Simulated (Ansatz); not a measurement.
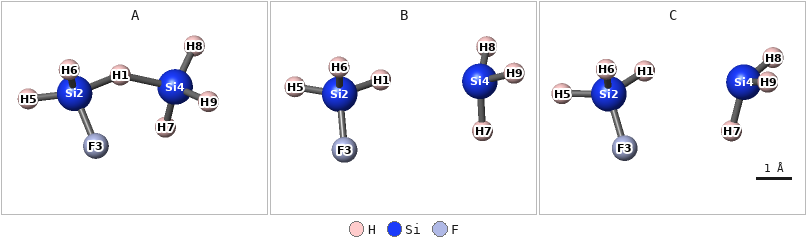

3 geometries from a converged minimum-energy path of Si2H6F (multiplicity 2), made up at the start of SiH3F and SiH$_{3}$, shuffled. Style: ball-and-stick. Shown at a tilt.

The calculation used UKS PBE/def2-SVP (Ansatz 0.2.0). Settings: 5 movable images; climbing image; force threshold 0.05 eV/Å; iteration limit 60; starting path through a guess of the saddle point.

Which frame is the top of the path?

A. In order along the path, whose images run from 0 to 6: B (image 0, 0.0 kJ/mol), C (image 1, −0.4 kJ/mol), A (image 3, +17.0 kJ/mol). A hydrogen atom shifts from one atom to another. Breaking: H1–Si2 (1.50 → 1.73 at the top → 3.28 Å). Forming: H1–Si4 (3.32 → 1.80 at the top → 1.51 Å).

Limits of the set-up: the start holds two separate molecules, 3.3 Å apart at their closest, whose relative position is a soft coordinate and is computed without a dispersion correction.
